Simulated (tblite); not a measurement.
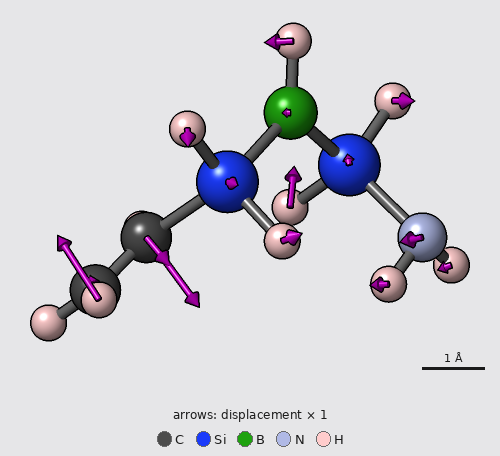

This is a relaxation of C₂H₁₀BNSi₂. The starting structure is drawn; purple arrows show the displacements, at their true length. The two geometries are superimposed by the best rigid fit.

Style: ball-and-stick. Shown from a free direction.

All numbers below come from tblite 0.8.0, GFN2-xTB geometry optimisation, gas phase. 

**Atoms of which element are displaced furthest, and by how much?**

Hydrogen: up to 1.73 Å, against 0.67 Å for carbon.

**What did the optimiser do to the structure, and how much energy did it gain?**

An H atom moves most after the best rigid fit: 1.73 Å. By element the largest moves are H 1.73 Å, C 0.67 Å, N 0.45 Å, Si 0.26 Å, B 0.15 Å. Among the contacts that change: C–Si 1.844 → 1.897 Å, N–Si 1.779 → 1.732 Å, H–N 1.047 → 1.007 Å, H–Si 1.466 → 1.490 Å. Bond angles that change, for instance: Si–N–H 107.1° → 119.4°, B–Si–H 108.8° → 118.3°, N–Si–H 109.5° → 101.9°. Groups turn about C–Si by about 65°, B–Si by about 40°. After 184 geometry steps the energy has fallen by 39.7 kJ/mol.
